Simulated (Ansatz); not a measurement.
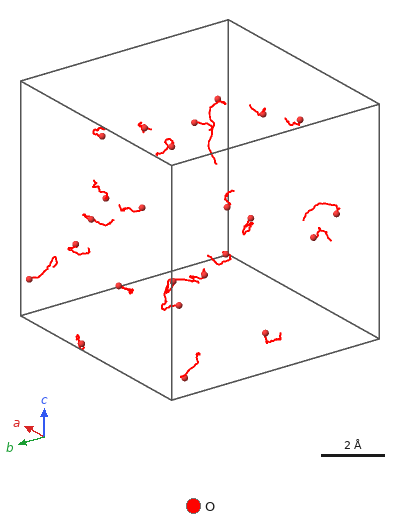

Molecular dynamics of a periodic cell with 12 O2 at 1.131 g/cm³, 300 fs long. Lines trace each atom's path, in the colour of its element; spheres stand at the starting positions. Seen from a free direction in the simulation cell.

The calculation used DFT PBE-D3(BJ), scalar-relativistic, plane waves, PAW in Ansatz. Run with plane-wave cutoff 420 eV; k-point mesh 1 × 1 × 1; Fermi-Dirac smearing 0.05 eV; spin collinear; Langevin thermostat (NVT); set temperature 300 K; time step 1 fs; friction 0.02 per fs.

Describe the motion.

Answer. Root-mean-square distances from the starting positions over the second half, with the common drift of all atoms taken out: O 0.69 Å. The heavy atoms stay within a fraction of a molecule's size of their starting places; so short a run doesn't tell a liquid from a solid.

Limits of the set-up: the periodic images lie only 8.3 Å apart, so the values are limited by the cell's size.
